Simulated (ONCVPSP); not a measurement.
# Nd: pseudopotential generation

System: neodymium (Nd, Z = 60), core [Kr] 4d10 4f3, reference valence 5s2 5p6 5d1 (an ion of charge +2), valence charge 11.
Method: ONCV potential, Wu-Cohen, scalar-relativistic, made with ONCVPSP 4.0.1.

## Key numbers

- outcome: generated
- cutoffs needed: 14 Ha and 18 Ha (the cutoffs at which the residual kinetic energy of the hardest occupied pseudo-wave falls to 1 and 0.1 mHa per electron)
- ghost test: no bound ghost flagged; GHOST(+) flagged for s at 240.6 eV, d at 91.9 eV
- largest excitation error: -89 meV (all-electron minus pseudo) for 5s1 5p6 5d1 6s2, out of 4 test configurations
- range over which the phases arctan(r R′/R) at the test radius agree within 0.05 rad (a looser test near the poles than one of phase shifts): s: over the whole range computed; p: over the whole range computed; d: up to about 2.9 Ha; f: not judged, local potential alone
- hardware: 1 CPU thread, shared host
- wall time: 5.5 s

## Notes

Warnings of the program, in the generation or the tests: wellstate: negative energy specified for n= 6 l= 0; wellstate: negative energy specified for n= 6 l= 1. The open f shell is frozen into the core, so the potential fits one valence alone and carries no f magnetism.

## The input
```
# ATOM AND REFERENCE CONFIGURATION
# atsym  z   nc   nv     iexc    psfile
  Nd 60.00   10    3  -118130      upf
#
#   n    l    f
    1    0    2.00
    2    0    2.00
    2    1    6.00
    3    0    2.00
    3    1    6.00
    3    2   10.00
    4    0    2.00
    4    1    6.00
    4    2   10.00
    4    3    3.00
    5    0    2.00
    5    1    6.00
    5    2    1.00
#
# PSEUDOPOTENTIAL AND OPTIMIZATION
# lmax
    2
#
#   l,   rc,      ep,       ncon, nbas, qcut
    0    2.15    0.00    4    8    6.90
    1    2.10    0.00    4    9    6.80
    2    3.10    0.00    3    7    4.20
#
# LOCAL POTENTIAL
# lloc, lpopt,  rc(5),   dvloc0
    4    3    1.75    1.00
#
# VANDERBILT-KLEINMAN-BYLANDER PROJECTORs
# l, nproj, debl
    0    2    1.10
    1    2    0.80
    2    2    2.40
#
# MODEL CORE CHARGE
# icmod, fcfact, rcfact
    0    0.00    0.00
#
# LOG DERIVATIVE ANALYSIS
# epsh1, epsh2, depsh
   -4.00    5.00    0.02
#
# OUTPUT GRID
# rlmax, drl
    6.00    0.01
#
# TEST CONFIGURATIONS
# ncnf
    4
# nvcnf
#   n    l    f
    4
    5    0    2.00
    5    1    6.00
    5    2    1.00
    6    0    2.00
#
    4
    5    0    2.00
    5    1    6.00
    5    2    1.00
    6    0    1.00
#
    3
    5    0    2.00
    5    1    6.00
    5    2    0.00
#
    4
    5    0    1.00
    5    1    6.00
    5    2    1.00
    6    0    2.00
#
```

Launched with:
```bash
oncvpsp.x < Nd.dat > Nd.out
```

## Output (extracts)
```
ONCVPSP  (Optimized Norm-Conservinng Vanderbilt PSeudopotential)
scalar-relativistic version 4.0.1

#   n    l    f        energy (Ha)
    1    0    2.00    -1.5955925E+03
    2    0    2.00    -2.5868309E+02
    2    1    6.00    -2.3134930E+02
    3    0    2.00    -5.6715542E+01
    3    1    6.00    -4.8095350E+01
    3    2   10.00    -3.6124451E+01
    4    0    2.00    -1.1861221E+01
    4    1    6.00    -9.0317183E+00
    4    2   10.00    -5.0070154E+00
    4    3    3.00    -7.3804554E-01
    5    0    2.00    -2.0901125E+00
    5    1    6.00    -1.3876863E+00
    5    2    1.00    -5.5111404E-01

Reference configufation results
  iterations    23
  all-electron total energy (Ha)   -9.62237086D+03

Begin loop to  construct optimized pseudo wave functions
and semi-local pseudopoentials for all angular momenta

WARNING wellstate: negative energy specified for n= 6 l=  0
WARNING scattering state with energy  0.25000000
WARNING will be used for the first projector

   Wellstate for l =  0  n =  7
     eigenvalue =   0.2500
     asymptotic potential =   0.7500
     half-point radius =  4.7053

Calculating optimized projector #   1

 for l=   0

    Fraction of norm inside rc  0.921932
    Optimizing pswf for qcut=   6.89 a_B^-1,  ecut=  23.77 Ha
    Residual kinetic energy error=  3.08D-08 Ha

    Energy error per electron        Cutoff
         Ha          eV             Ha
         0.01000     0.27211       10.74
         0.00100     0.02721       14.06
         0.00010     0.00272       16.77
         0.00001     0.00027       18.99

Calculating optimized projector #   2

 for l=   0

    Fraction of norm inside rc  0.081889
    Optimizing pswf for qcut=   6.89 a_B^-1,  ecut=  23.77 Ha
    Residual kinetic energy error=  8.30D-08 Ha

    Energy error per electron        Cutoff
         Ha          eV             Ha
         0.01000     0.27211        9.86
         0.00100     0.02721       13.84
         0.00010     0.00272       17.10
         0.00001     0.00027       19.63

WARNING wellstate: negative energy specified for n= 6 l=  1
WARNING scattering state with energy  0.25000000
WARNING will be used for the first projector

   Wellstate for l =  1  n =  7
     eigenvalue =   0.2500
     asymptotic potential =   0.7500
     half-point radius =  5.7129

Calculating optimized projector #   1

 for l=   1

    Fraction of norm inside rc  0.798077
    Optimizing pswf for qcut=   6.80 a_B^-1,  ecut=  23.15 Ha
    Residual kinetic energy error=  2.72D-07 Ha

    Energy error per electron        Cutoff
         Ha          eV             Ha
         0.01000     0.27211        9.90
         0.00100     0.02721       14.48
         0.00010     0.00272       17.69
         0.00001     0.00027       19.96

Calculating optimized projector #   2

 for l=   1

    Fraction of norm inside rc  0.061670
    Optimizing pswf for qcut=   6.80 a_B^-1,  ecut=  23.15 Ha
    Residual kinetic energy error=  5.55D-07 Ha

    Energy error per electron        Cutoff
         Ha          eV             Ha
         0.01000     0.27211        5.12
         0.00100     0.02721       13.42
         0.00010     0.00272       17.37
         0.00001     0.00027       20.17

   Wellstate for l =  2  n =  8
     eigenvalue =   1.8489
     asymptotic potential =   2.3489
     half-point radius =  5.1931

Calculating optimized projector #   1

 for l=   2

    Fraction of norm inside rc  0.784994
    Optimizing pswf for qcut=   4.20 a_B^-1,  ecut=   8.80 Ha
    Residual kinetic energy error=  2.82D-06 Ha

    Energy error per electron        Cutoff
         Ha          eV             Ha
         0.01000     0.27211        4.69
         0.00100     0.02721        6.17
         0.00010     0.00272        7.22
         0.00001     0.00027        8.66

Calculating optimized projector #   2

 for l=   2

    Fraction of norm inside rc  0.183857
    Optimizing pswf for qcut=   4.20 a_B^-1,  ecut=   8.80 Ha
    Residual kinetic energy error=  3.55D-04 Ha

    Energy error per electron        Cutoff
         Ha          eV             Ha
         0.01000     0.27211        6.27
         0.00100     0.02721        8.16
         0.00010     0.00272       12.85
         0.00001     0.00027       26.86

Construct Vanderbilt / Kleinmman-Bylander projectors

B matrix Hermiticity error, ll=   0
   1   2   -2.0555E-04

  Orthonormal projector coefficients  7.8093E+00  3.0664E-01

B matrix Hermiticity error, ll=   1
   1   2   -1.2405E-04

  Orthonormal projector coefficients  3.6284E+00  3.1993E-01

B matrix Hermiticity error, ll=   2
   1   2    9.6632E-05

  Orthonormal projector coefficients -2.3754E+00  9.2045E-01

Pseudoatom total energy  -33.242152

Diagnostic tests using Vanderbilt-Kleinman-Bylander pseudopotentials
  1 or more projectors used as specified by nproj input data

   l    rcore       rmatch      e in        delta e   norm test  slope test

   0   2.1627712   2.2284376  -2.0901125   0.0000023   1.0000976   1.0000974
   0   2.1627712   2.2284376   0.2500000   0.0000238   1.0002115   1.0002115

   1   2.1116340   2.1757478  -1.3876863  -0.0000022   1.0000843   1.0000947
   1   2.1116340   2.1757478   0.2500000   0.0000131   1.0002459   1.0002459

   2   3.1152105   3.2097950  -0.5511140  -0.0000088   0.9999934   0.9999696
   2   3.1152105   3.2097950   1.8488860  -0.0000284   0.9998220   0.9998220

 Testing for bound ghosts
   n   l    E NL Schr. Eq   E Basis Diag.   E Cutoff

   1   0       -2.090110       -2.090110     56.47

   2   1       -1.387689       -1.387678     88.76

   3   2       -0.551123       -0.551091     26.66

 Testing for highly-localized positive-energy ghosts
       l    <radius>/rc     E Basis Diag.   E Cutoff

       0        0.766687        8.842441     56.47  WARNING - GHOST(+)

       2        0.893599        3.375723     26.66  WARNING - GHOST(+)

Test configuration 0

   n   l     f        eae           eps        diff
   1   0  2.0000-1595.59253021
   2   0  2.0000 -258.68309033
   2   1  6.0000 -231.34930042
   3   0  2.0000  -56.71554230
   3   1  6.0000  -48.09535037
   3   2 10.0000  -36.12445056
   4   0  2.0000  -11.86122116
   4   1  6.0000   -9.03171827
   4   2 10.0000   -5.00701540
   4   3  3.0000   -0.73804554
   5   0  2.0000   -2.09011250   -2.09011020    2.31D-06
   5   1  6.0000   -1.38768627   -1.38768851   -2.24D-06
   5   2  1.0000   -0.55111404   -0.55112283   -8.79D-06

    Total energies and differences
      AE_ref= -9.62237086D+03  AE_tst= -9.62237086D+03  dif=  0.00D+00
      PS_ref= -3.32421522D+01  PS_tst= -3.32421522D+01  dif=  3.55D-14
      PSP excitation error= -3.55D-14

Test configuration 1

   n   l     f        eae           eps        diff
   1   0  2.0000-1595.10420367
   2   0  2.0000 -258.19731009
   2   1  6.0000 -230.86336214
   3   0  2.0000  -56.23069792
   3   1  6.0000  -47.61048674
   3   2 10.0000  -35.63957483
   4   0  2.0000  -11.37646839
   4   1  6.0000   -8.54695490
   4   2 10.0000   -4.52234268
   4   3  3.0000   -0.25455189
   5   0  2.0000   -1.60625161   -1.60316610    3.09D-03
   5   1  6.0000   -0.90622029   -0.90391780    2.30D-03
   5   2  1.0000   -0.10797925   -0.10766949    3.10D-04
   6   0  2.0000   -0.14337179   -0.14387276   -5.01D-04

    Total energies and differences
      AE_ref= -9.62237086D+03  AE_tst= -9.62301838D+03  dif= -6.48D-01
      PS_ref= -3.32421522D+01  PS_tst= -3.38906212D+01  dif= -6.48D-01
      PSP excitation error=  9.52D-04

Test configuration 2

   n   l     f        eae           eps        diff
   1   0  2.0000-1595.32948024
   2   0  2.0000 -258.42155360
   2   1  6.0000 -231.08766816
   3   0  2.0000  -56.45467455
   3   1  6.0000  -47.83446996
   3   2 10.0000  -35.86354587
   4   0  2.0000  -11.60043576
   4   1  6.0000   -8.77092296
   4   2 10.0000   -4.74626674
   4   3  3.0000   -0.47815071
   5   0  2.0000   -1.83007647   -1.82816946    1.91D-03
   5   1  6.0000   -1.12962026   -1.12821762    1.40D-03
   5   2  1.0000   -0.31570157   -0.31557311    1.28D-04
   6   0  1.0000   -0.32181215   -0.32236879   -5.57D-04

    Total energies and differences
      AE_ref= -9.62237086D+03  AE_tst= -9.62278706D+03  dif= -4.16D-01
      PS_ref= -3.32421522D+01  PS_tst= -3.36587000D+01  dif= -4.17D-01
      PSP excitation error=  3.47D-04

Test configuration 3

   n   l     f        eae           eps        diff
   1   0  2.0000-1595.99441245
   2   0  2.0000 -259.08770593
   2   1  6.0000 -231.75390418
   3   0  2.0000  -57.11615556
   3   1  6.0000  -48.49600606
   3   2 10.0000  -36.52582133
   4   0  2.0000  -12.26027536
   4   1  6.0000   -9.43087454
   4   2 10.0000   -5.40643274
   4   3  3.0000   -1.13337152
   5   0  2.0000   -2.48082298   -2.48388500   -3.06D-03
   5   1  6.0000   -1.76717308   -1.76952326   -2.35D-03

    Total energies and differences
      AE_ref= -9.62237086D+03  AE_tst= -9.62165586D+03  dif=  7.15D-01
      PS_ref= -3.32421522D+01  PS_tst= -3.25269428D+01  dif=  7.15D-01
      PSP excitation error= -2.09D-04

Test configuration 4

   n   l     f        eae           eps        diff
   1   0  2.0000-1595.57433312
   2   0  2.0000 -258.65700073
   2   1  6.0000 -231.32384404
   3   0  2.0000  -56.68294908
   3   1  6.0000  -48.06286702
   3   2 10.0000  -36.09251191
   4   0  2.0000  -11.82676231
   4   1  6.0000   -8.99717838
   4   2 10.0000   -4.97134529
   4   3  3.0000   -0.68717539
   5   0  1.0000   -2.00928540   -2.01899245   -9.71D-03
   5   1  6.0000   -1.28811027   -1.29508508   -6.97D-03
   5   2  1.0000   -0.41707702   -0.41837324   -1.30D-03
   6   0  2.0000   -0.37526204   -0.37713938   -1.88D-03

    Total energies and differences
      AE_ref= -9.62237086D+03  AE_tst= -9.62121706D+03  dif=  1.15D+00
      PS_ref= -3.32421522D+01  PS_tst= -3.20850667D+01  dif=  1.16D+00
      PSP excitation error= -3.28D-03
```

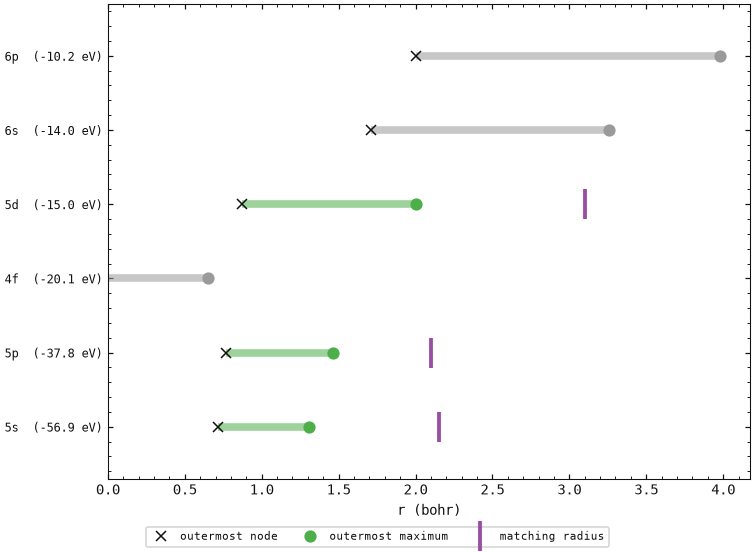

**Figure 1.** Outer shells of the all-electron reference atom: each bar runs from the outermost node (or the nucleus) to the outermost maximum of u(r); the tick is the radius chosen for the pseudo-wave. Shells without a tick have no pseudo-wave of their own. Levels, nodes and maxima are from ld1.x, scalar-relativistic.

- Radii against the shells: 5s: 2.15 bohr, outside the maximum; 5p: 2.10 bohr, outside the maximum; 5d: 3.10 bohr, outside the maximum.

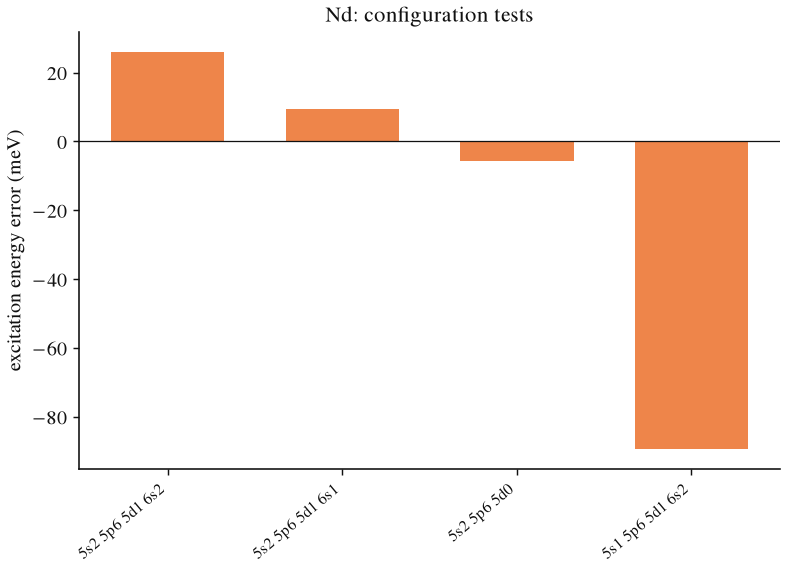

**Figure 2.** Errors, all-electron minus pseudo, of the energies of valence configurations relative to the unpolarised reference 5s2 5p6 5d1.

- Worst configuration: 5s1 5p6 5d1 6s2 (charge +1): the error is -89 meV on an all-electron energy of +31.40 eV relative to the reference, or 0.28 %.
- Configurations within 10 meV and within 50 meV: 2 and 3 of 4.

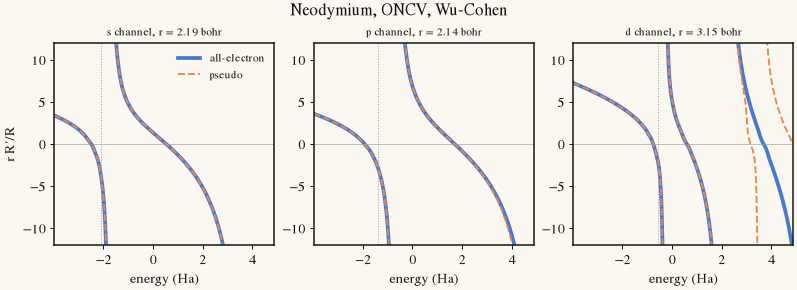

**Figure 3.** Logarithmic derivatives r R′/R at the test radius against energy, all-electron atom (solid) and pseudo-atom (dashed). Here R(r) is the radial function. The dotted line marks the reference energy of the channel. Not drawn: f: not judged.

- Zeros of the logarithmic derivative: s: all-electron -2.5 and 0.5 Ha, pseudo -2.5 and 0.5 Ha; p: all-electron -1.9 and 1.7 Ha, pseudo -1.9 and 1.7 Ha; d: all-electron -0.8, 0.6 and 3.7 Ha, pseudo -0.8, 0.6, 3.2 and 4.9 Ha.
- Poles, where the radial function vanishes at the test radius: s: all-electron at -1.7 and 4.0 Ha, pseudo at -1.7 and 3.9 Ha; p: all-electron at -0.7 Ha, pseudo at -0.7 Ha; d: all-electron at -0.3 and 2.1 Ha, pseudo at -0.3, 2.1 and 3.6 Ha.

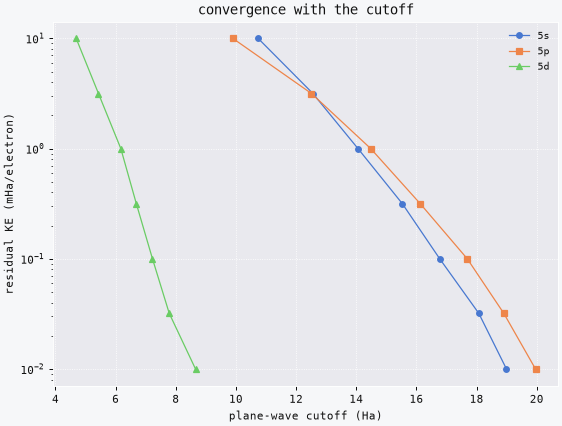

**Figure 4.** Residual kinetic energy of the pseudo-waves (the first of each channel, and further valence shells) beyond the plane-wave cutoff, as the generator prints it.

- Cutoffs for the occupied states: 14 Ha for 1 mHa and 18 Ha for 0.1 mHa per electron. The first is set by 5p.
- Cutoffs for 1 mHa per electron: 5p: 14 Ha; 5s: 14 Ha; 5d: 6.2 Ha.
